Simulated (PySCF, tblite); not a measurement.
**B₃H₆N₃S, a small molecule taken as a stand-in for a surface group (BN ring, B site): NMR shifts, core binding energies and electronic excitations**

Aim: the NMR shifts, core binding energies and electronic excitations of `SB1NBNBN1`.

Computed with tblite 0.8.0 and PySCF 2.14.0; each step states its level. No surroundings beyond the atoms listed, unless a continuum is named. Atoms count from 0, parts from 1.

## (1) The system as given

13 atoms, charge 0, multiplicity 1; geometry: distance geometry start.

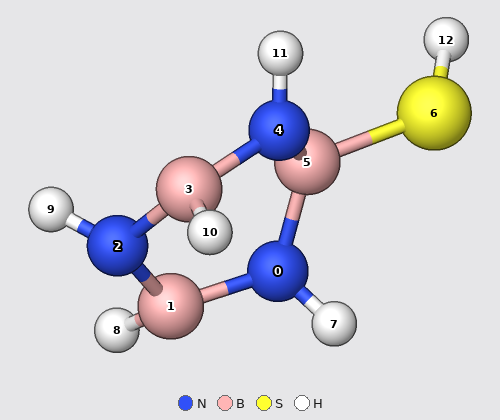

The starting geometry (nitrogen blue, boron pink, sulfur yellow, hydrogen white), atoms numbered.

## (2) Relaxing the cluster with GFN2-xTB

Job settings and geometry (Å):

```
{"job": {"kind": "relax", "xc": "GFN2-xTB", "basis": "xTB"}, "charge": 0, "multiplicity": 1}
N      0.770304     1.250216    -1.393364
B      1.070729     0.027108    -2.252015
N      0.550420    -1.350156    -1.701683
B      0.303721    -1.417655    -0.184666
N     -0.416514    -0.186542     0.443268
B     -0.390218     1.116542    -0.388420
S     -0.891970     2.689916     0.537749
H      1.575194     1.770072    -1.053863
H      0.992926     0.140277    -3.393783
H     -0.127146    -1.825387    -2.313931
H      1.167689    -1.841054     0.442630
H     -1.297111    -0.407421     0.925030
H     -2.046296     3.364306     0.355076
```

Level: GFN2-xTB geometry optimisation, gas phase.

Started as:

```bash
OMP_NUM_THREADS=1 python cluster_run.py task.json out
```

The driver reads the jobs from task.json and runs them one after another.

**Question.** The jobs that follow are: PBE0-D3(BJ)/def2-SVP geometry optimisation, gas phase; GIAO PBE0/pcSseg-1 NMR shielding, non-relativistic, gas phase; delta-SCF UKS SCAN, pcX-2 on the ionised atom, pcseg-1 elsewhere, spin-free X2C; TDDFT CAM-B3LYP/def2-SVPD, vertical, gas phase, core orbitals frozen in the response. Predict: point group; rotational constants (main isotopes); ¹H shifts against TMS (PBE0/pcSseg-1); ¹⁵N shifts against NH3 (PBE0/pcSseg-1); ¹¹B shifts against BF3·OEt2 (PBE0/pcSseg-1); ³³S shifts against CS2 (PBE0/pcSseg-1); N1s binding energies, SCAN/pcX-2 (standing for 2 of 3 atoms); B1s binding energies, SCAN/pcX-2 (standing for 2 of 3 atoms); S2p binding energies, SCAN/pcX-2; lowest singlet (CAM-B3LYP/def2-SVPD); brightest single state of those computed; lowest triplet; vertical ionisation energy (ΔSCF).

The runs gave:

```
                                                    quantity                                   value
                                                 point group                                      Cs
                        rotational constants (main isotopes)                    5.18, 1.46, 1.14 GHz
                       ¹H shifts against TMS (PBE0/pcSseg-1)  5.44, 5.19, 4.86, 4.66, 4.64, 1.18 ppm
                      ¹⁵N shifts against NH3 (PBE0/pcSseg-1)                 141.7, 139.5, 137.5 ppm
                 ¹¹B shifts against BF3·OEt2 (PBE0/pcSseg-1)                    31.4, 27.4, 27.4 ppm
                      ³³S shifts against CS2 (PBE0/pcSseg-1)                                -151 ppm
N1s binding energies, SCAN/pcX-2 (standing for 2 of 3 atoms)                 N0 404.81, N4 404.74 eV
B1s binding energies, SCAN/pcX-2 (standing for 2 of 3 atoms)                 B5 196.45, B1 195.87 eV
                            S2p binding energies, SCAN/pcX-2                            S6 169.64 eV
                        lowest singlet (CAM-B3LYP/def2-SVPD)             5.88 eV (211 nm), f = 0.010
                    brightest single state of those computed             state 3, 6.90 eV, f = 0.348
                                              lowest triplet                                 5.51 eV
                           vertical ionisation energy (ΔSCF)                                 9.39 eV
```

In words: The optimisation took 5 steps and gained 0.137 eV; among the close pairs (by a distance rule), B1–H8 changed most, from 1.156 to 1.209 Å (PBE0/def2-SVP). The N1s levels computed lie within 0.07 eV of one another, too close to rank. Only 2 of the 3 N atoms are covered by sound results. B5 (boron bonded to 2 N, S) binds its B1s electron 0.57 eV more tightly than B1 (boron bonded to 2 N, H). Only 2 of the 3 B atoms are covered by sound results. The first singlet state (HOMO→LUMO 0.71, HOMO→LUMO+5 0.10) lies at 5.88 eV and is weak; of the 6 states computed, the strongest absorption comes from state 3 at 6.90 eV. The lowest triplet lies 0.37 eV below the lowest singlet (triplets in Tamm-Dancoff, singlets in full TDDFT). The orbital energy would give 8.53 eV for ionisation, ΔSCF gives 9.39 eV. A capped cluster stands for the solid here, so long-range fields and strain are missing, and bands or shifts of the capping hydrogens have no counterpart in it.
